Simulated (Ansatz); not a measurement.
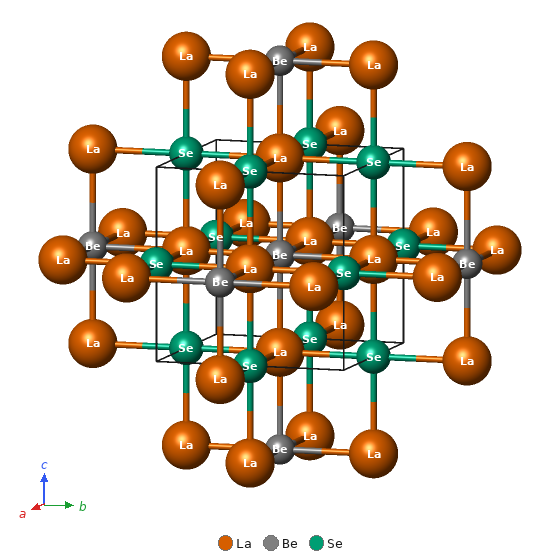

The compound is La₃BeSe₃ (space group Pm-3m, No. 221), taken as the input geometry of an electronic-structure calculation (not necessarily at equilibrium); the starting structure was generated, so it need not be a known form of this composition.

Bonds are taken as Be–La below 3.4 Å and La–Se below 3.4 Å. Simplification: prune 0- and 1-connected atoms, fold 2-connected ones into links.

### What kind of net remains, and which atoms are its nodes?

A trinodal (4,6,6)-connected, three-periodic net: Se is a 4-connected node; La is a 6-connected node; Be is a 6-connected node, in the ratio 3:3:1.

### Is the net interpenetrated?

It is a single net, without interpenetration.

### Give the point symbol of each node (shortest cycle at each angle).

Se: 4^4.6^2; La: 4^8.6^7; Be: 4^12.6^3.

The simplified net, drawn on the atoms' positions. Nodes are coloured by element. Edges to nodes outside the piece are drawn as stubs.

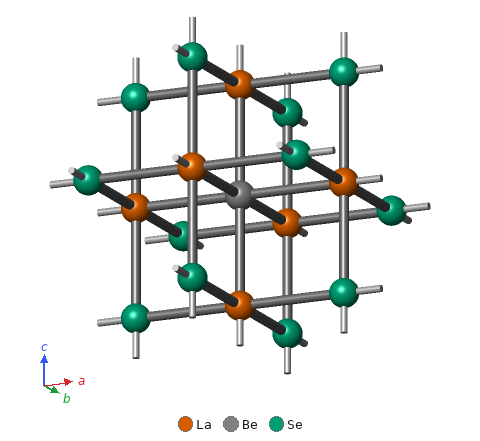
